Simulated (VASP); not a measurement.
# A VASP study of BaFeO3 (PBEsol + U): structure first, properties next, part 7 of 9

Wanted: the relaxed cell of BaFeO3 and its properties. Left out of this account: 1 further run (relaxation: a spoilt try). The start is a cell from a database of measured crystal structures.

VASP 6.6.1, plane waves and PAW; the level of theory is named at each step.

Still holding for the runs below: The magnetic order is the lowest of the few collinear ones that converged above; longer or canted patterns were not tried.

So far, moment of the cell, from the last line of the log (μB): step 2 (magnetic order: ferromagnetic) 4.12; step 8 (second relaxation) 4.00; step 9 (single point with fields (PBEsol + U)) 4.00. The relaxed cell has a = 3.936 Å (conventional setting).

The database entry behind the starting cell differs from later determinations by our own check (an axis about 1.3 % long against later determinations), so it need not match the best structure at ambient conditions.

## (10) Bands along the symmetry lines (PBEsol + U)

Level of this step: PBEsol, DFT+U (Fe d 3 eV), spin-polarised from a ferromagnetic start; plane waves and PAW (Ba_sv, Fe, O) (VASP).

Levels along the symmetry lines show where the bands peak and cross; KPOINTS_OPT computes them in the converged potential.

INCAR reads:

```
SYSTEM = BaFeO3
PREC = Accurate
ENCUT = 520
EDIFF = 1E-06
NELM = 100
ISMEAR = 0
SIGMA = 0.05
LREAL = .FALSE.
ALGO = Normal
GGA = PS
NBANDS = 38
ISPIN = 2
MAGMOM = 0.015 3.598 0.091 0.091 0.091
LDAU = .TRUE.
LDAUTYPE = 2
LDAUL = -1 2 -1
LDAUU = 0 3 0
LDAUJ = 0 0 0
LDAUPRINT = 1
LASPH = .TRUE.
LMAXMIX = 4
LORBIT = 11
LWAVE = .FALSE.
LCHARG = .FALSE.
KPAR = 8
```

POSCAR reads:

```
BaFeO3
1.0
    3.9356229356      0.0000000000      0.0000000000
    0.0000000000      3.9356229356      0.0000000000
    0.0000000000      0.0000000000      3.9356229356
Ba Fe O
1 1 3
Direct
    0.0000000000      0.0000000000      0.0000000000
    0.5000000000      0.5000000000      0.5000000000
    0.5000000000      0.5000000000      0.0000000000
    0.0000000000      0.5000000000      0.5000000000
    0.5000000000      0.0000000000      0.5000000000
```

KPOINTS reads:

```
Automatic mesh
0
Gamma
7 7 7
0 0 0
```

KPOINTS_OPT reads:

```
Line mode
16
Line-mode
Reciprocal
  0.00000000   0.00000000   0.00000000 GAMMA
  0.00000000   0.50000000   0.00000000 X

  0.00000000   0.50000000   0.00000000 X
  0.50000000   0.50000000   0.00000000 M

  0.50000000   0.50000000   0.00000000 M
  0.00000000   0.00000000   0.00000000 GAMMA

  0.00000000   0.00000000   0.00000000 GAMMA
  0.50000000   0.50000000   0.50000000 R

  0.50000000   0.50000000   0.50000000 R
  0.00000000   0.50000000   0.00000000 X

  0.50000000   0.50000000   0.00000000 M
  0.50000000   0.50000000   0.50000000 R
```

Potentials, in the order of the species: Ba_sv, Fe and O (PBE family, release 64).

Run with:

```
> mpirun -np 8 vasp_std
```

The log of the run:

```text
[... set-up lines as in an earlier step ...]
 entering main loop
       N       E                     dE             d eps       ncg     rms          rms(c)
DAV:   1     0.280853939212E+03    0.28085E+03   -0.16302E+04  3056   0.993E+02
DAV:   2    -0.202118011730E+02   -0.30107E+03   -0.27028E+03  3234   0.272E+02
DAV:   3    -0.458285991313E+02   -0.25617E+02   -0.24778E+02  3624   0.847E+01
DAV:   4    -0.463863240394E+02   -0.55772E+00   -0.55550E+00  3806   0.120E+01
DAV:   5    -0.463980464199E+02   -0.11722E-01   -0.11721E-01  3538   0.158E+00    0.289E+01
DAV:   6    -0.442286083078E+02    0.21694E+01   -0.30031E+01  4056   0.726E+01    0.659E+01
DAV:   7    -0.353863320384E+02    0.88423E+01   -0.34915E+01  3524   0.972E+01    0.150E+01
DAV:   8    -0.346240315956E+02    0.76230E+00   -0.21406E+00  4042   0.223E+01    0.678E+00
DAV:   9    -0.345184302986E+02    0.10560E+00   -0.63175E-01  4566   0.118E+01    0.328E+00
DAV:  10    -0.345170725326E+02    0.13578E-02   -0.11627E-01  3542   0.233E+00    0.191E+00
DAV:  11    -0.345040236814E+02    0.13049E-01   -0.21666E-02  3602   0.260E+00    0.614E-01
DAV:  12    -0.345047923756E+02   -0.76869E-03   -0.56198E-03  3878   0.717E-01    0.496E-01
DAV:  13    -0.345055559109E+02   -0.76354E-03   -0.71300E-04  3934   0.277E-01    0.301E-01
DAV:  14    -0.345052141272E+02    0.34178E-03   -0.49566E-04  3988   0.387E-01    0.929E-02
DAV:  15    -0.345052263568E+02   -0.12230E-04   -0.64063E-05  4472   0.533E-02    0.504E-02
DAV:  16    -0.345052272454E+02   -0.88862E-06   -0.86594E-06  3550   0.416E-02
   1 F= -.34505227E+02 E0= -.34504461E+02  d E =-.153180E-02  mag=     3.9996
 Start KPOINTS_OPT (optional k-point list driver)
k-point batch [1-20\96]
       N       E                     dE             ncg
DAV:   1     0.290138180090E+04   -0.75982E+04     3048
DAV:   2    -0.270624560838E+04   -0.56076E+04     3250
DAV:   3    -0.320303778144E+04   -0.49679E+03     3578
DAV:   4    -0.321450072219E+04   -0.11463E+02     3642
DAV:   5    -0.321469677467E+04   -0.19605E+00     3466
DAV:   6    -0.321470218012E+04   -0.54055E-02     3802
DAV:   7    -0.321470233413E+04   -0.15401E-03     3428
DAV:   8    -0.321470234001E+04   -0.58778E-05     3322
DAV:   9    -0.321470234022E+04   -0.20830E-06     2126
[...]
k-point batch [81-96\96]
       N       E                     dE             ncg
DAV:   1     0.595547752759E+04   -0.18650E+05     2432
DAV:   2     0.134594155997E+04   -0.46095E+04     2554
DAV:   3     0.925520117454E+03   -0.42042E+03     3006
DAV:   4     0.915669508570E+03   -0.98506E+01     2944
DAV:   5     0.915507801992E+03   -0.16171E+00     2780
DAV:   6     0.915503703014E+03   -0.40990E-02     2998
DAV:   7     0.915503575701E+03   -0.12731E-03     2802
DAV:   8     0.915503570922E+03   -0.47785E-05     2788
DAV:   9     0.915503570748E+03   -0.17468E-06     1836
```

Elapsed: 23 s, on 8 MPI ranks of Intel Xeon 6975P-C (Granite Rapids), shared host; peak memory 2.4 GiB; 3 min of CPU time.

OUTCAR, selected parts (step 10):

```text
   k-points           NKPTS =     20   k-points in BZ     NKDIM =     20   number of bands    NBANDS=     38

   NELECT =      36.0000    total number of electrons

atom =   2  type =  2  l = 2

 onsite density matrix

spin component  1

  0.9815 -0.0000 -0.0000  0.0000  0.0000
 -0.0000  0.9815  0.0000  0.0000  0.0000
 -0.0000  0.0000  0.8909  0.0000 -0.0000
  0.0000  0.0000  0.0000  0.9815 -0.0000
  0.0000  0.0000 -0.0000 -0.0000  0.8909

spin component  2

  0.1814  0.0000  0.0000 -0.0000 -0.0000
  0.0000  0.1814 -0.0000 -0.0000 -0.0000
  0.0000 -0.0000  0.3176 -0.0000  0.0000
 -0.0000 -0.0000 -0.0000  0.1814  0.0000
 -0.0000 -0.0000  0.0000  0.0000  0.3176

 occupancies and eigenvectors

  o =  0.1814  v =  0.0000  0.0000  0.0000  0.0000  0.0000  0.0000  0.9995 -0.0000 -0.0327  0.0000      0.0000  0.0000  0.0000  0.0000  0.0000  0.0000  0.0000  0.0000  0.0000  0.0000
  o =  0.1814  v =  0.0000  0.0000  0.0000  0.0000  0.0000  0.0000  0.0327  0.0000  0.9995  0.0000      0.0000  0.0000  0.0000  0.0000  0.0000  0.0000  0.0000  0.0000  0.0000  0.0000
  o =  0.1814  v =  0.0000  0.0000  0.0000  0.0000  0.0000  1.0000  0.0000  0.0000  0.0000  0.0000      0.0000  0.0000  0.0000  0.0000  0.0000  0.0000  0.0000  0.0000  0.0000  0.0000
  o =  0.3176  v =  0.0000  0.0000  0.0000  0.0000  0.0000  0.0000  0.0000  0.0334  0.0000 -0.9994      0.0000  0.0000  0.0000  0.0000  0.0000  0.0000  0.0000  0.0000  0.0000  0.0000
  o =  0.3176  v =  0.0000  0.0000  0.0000  0.0000  0.0000  0.0000  0.0000 -0.9994  0.0000 -0.0334      0.0000  0.0000  0.0000  0.0000  0.0000  0.0000  0.0000  0.0000  0.0000  0.0000
  o =  0.8909  v =  0.0000 -0.0000  0.1109  0.0000  0.9938  0.0000  0.0000  0.0000  0.0000  0.0000      0.0000  0.0000  0.0000  0.0000  0.0000  0.0000  0.0000  0.0000  0.0000  0.0000
  o =  0.8909  v =  0.0000  0.0000 -0.9938 -0.0000  0.1109  0.0000  0.0000  0.0000  0.0000  0.0000      0.0000  0.0000  0.0000  0.0000  0.0000  0.0000  0.0000  0.0000  0.0000  0.0000
  o =  0.9815  v =  1.0000  0.0000  0.0000  0.0000  0.0000  0.0000  0.0000  0.0000  0.0000  0.0000      0.0000  0.0000  0.0000  0.0000  0.0000  0.0000  0.0000  0.0000  0.0000  0.0000
  o =  0.9815  v =  0.0000  0.0363  0.0000 -0.9993  0.0000  0.0000  0.0000  0.0000  0.0000  0.0000      0.0000  0.0000  0.0000  0.0000  0.0000  0.0000  0.0000  0.0000  0.0000  0.0000
  o =  0.9815  v =  0.0000  0.9993  0.0000  0.0363  0.0000  0.0000  0.0000  0.0000  0.0000  0.0000      0.0000  0.0000  0.0000  0.0000  0.0000  0.0000  0.0000  0.0000  0.0000  0.0000

 E-fermi :   3.0048

 spin component 1
 k-point     1 :       0.0000    0.0000    0.0000
  band No.  band energies     occupation
    ...
     17       1.5383      1.00000
     18       1.5383      1.00000
     19       2.5454      1.00000
     20       2.5454      1.00000
     21       2.5454      1.00000
     22       7.9725      0.00000
     23       7.9725      0.00000
     24       9.8433      0.00000
     25      11.0530      0.00000
     26      11.0530      0.00000
    ...

 k-point     2 :       0.1429    0.0000    0.0000
  band No.  band energies     occupation
    ...
     17       1.5304      1.00000
     18       1.5304      1.00000
     19       2.3809      1.00000
     20       2.4779      1.00000
     21       2.4779      1.00000
     22       8.3650      0.00000
     23       8.4028      0.00000
     24      10.3301      0.00000
     25      11.1174      0.00000
     26      11.3995      0.00000
    ...

  Total       -0.0364532     -0.0364532     -0.0364532     -0.0000000     -0.0000000     -0.0000000
  in kB       -0.9580898     -0.9580898     -0.9580898     -0.0000000     -0.0000000     -0.0000000
  external PRESSURE =      -0.9580898 kB  Pullay stress =       0.0000000 kB

  FREE ENERGIE OF THE ION-ELECTRON SYSTEM (eV)
  ---------------------------------------------------
  free  energy   TOTEN  =       -34.5052272454 eV

  energy  without entropy=      -34.5036954406  energy(sigma->0) =      -34.50446134

[... 9 parts as in an earlier step ...]

[... 14 further parts left out ...]
```

Numbers from this step:

```
bands                                             : 38
pressure                                          : -0.09581 GPa
moment of the cell, from the last line of the log : 4.000 μB
```

Spin up. Electronic bands along the path, in eV, zero at the Fermi level; # counts the bands kept, so #1 is VASP's band 8:

```
    point    #10    #11    #12    #13    #14   #15   #16   #17
        Γ  -1.47  -1.47  -0.46  -0.46  -0.46  4.97  4.97  6.84
        X  -1.27  -1.27  -0.86  -0.86  -0.60  7.09  7.74  8.44
        M  -1.59  -1.18  -1.18  -0.44   1.70  7.98  8.26  9.94
        Γ  -1.47  -1.47  -0.46  -0.46  -0.46  4.97  4.97  6.84
        R  -0.35  -0.35  -0.35   1.72   1.72  6.67  6.67  6.67
        X  -1.27  -1.27  -0.86  -0.86  -0.60  7.09  7.74  8.44
jump to M  -1.59  -1.18  -1.18  -0.44   1.70  7.98  8.26  9.94
        R  -0.35  -0.35  -0.35   1.72   1.72  6.67  6.67  6.67
```

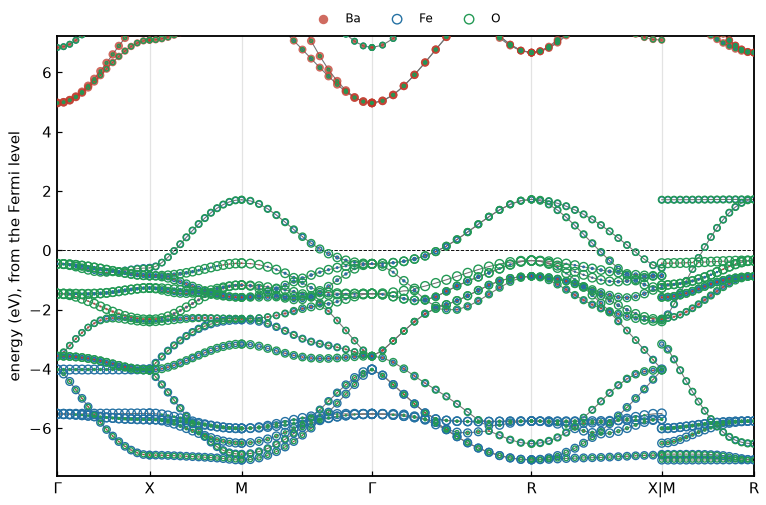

Electronic bands along the path; dots are coloured as in the legend, and their area grows with the weight.

Spin down. The electronic bands at the labelled points (eV, zero at the Fermi level; v1 is the highest filled band, c1 the lowest empty one):

```
    point     v4     v3     v2     v1    c1    c2    c3    c4
        Γ  -1.19  -0.26  -0.26  -0.26  0.39  0.39  0.39  1.03
        X  -1.96  -1.96  -1.10  -1.10  0.46  1.03  1.81  1.81
        M  -2.88  -0.91  -0.91  -0.14  1.71  1.74  1.74  1.92
        Γ  -1.19  -0.26  -0.26  -0.26  0.39  0.39  0.39  1.03
        R  -2.39  -0.05  -0.05  -0.05  2.23  2.23  2.23  4.49
        X  -1.96  -1.96  -1.10  -1.10  0.46  1.03  1.81  1.81
jump to M  -2.88  -0.91  -0.91  -0.14  1.71  1.74  1.74  1.92
        R  -2.39  -0.05  -0.05  -0.05  2.23  2.23  2.23  4.49
```

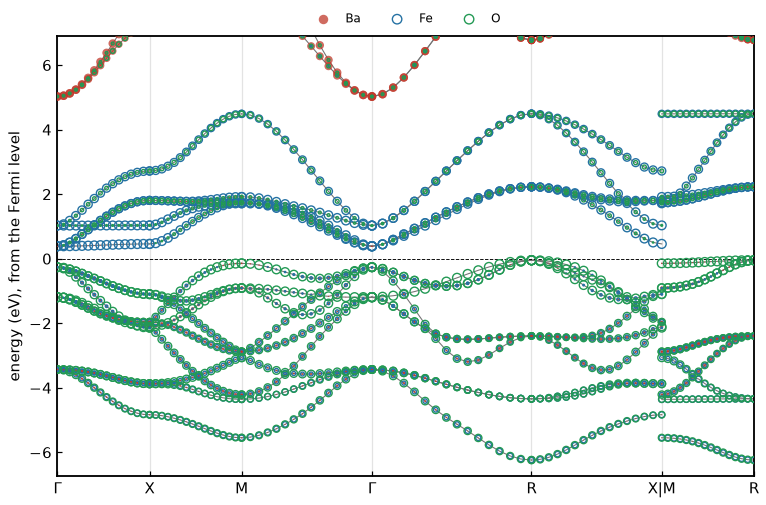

Electronic bands along the path; dots are coloured as in the legend, and their area grows with the weight.

There is no gap at this level.

Spin up: of the bands kept, 2 cross the Fermi level on this path. Spin down: On this path the gap is indirect, 0.43 eV, with the valence top at R and the conduction bottom at Γ. The least direct gap is 0.65 eV.

(Continued in part 8 of 9.)

[Lines on the potential files, build, host, timing and source positions are cut from VASP's logs without a mark.]

[Logs are printed without paths, hosts, clocks, repeated set-up lines and the standing remarks that a program may print on its own settings, such as how far it seeks lower states.]

[Hosts, paths, dates, database ids (printed as entryN), source tags and the programs' standing remarks are cut or masked in the printed files.]

[A measured line is paired with the nearest computed mode of its activity, which favours agreement.]
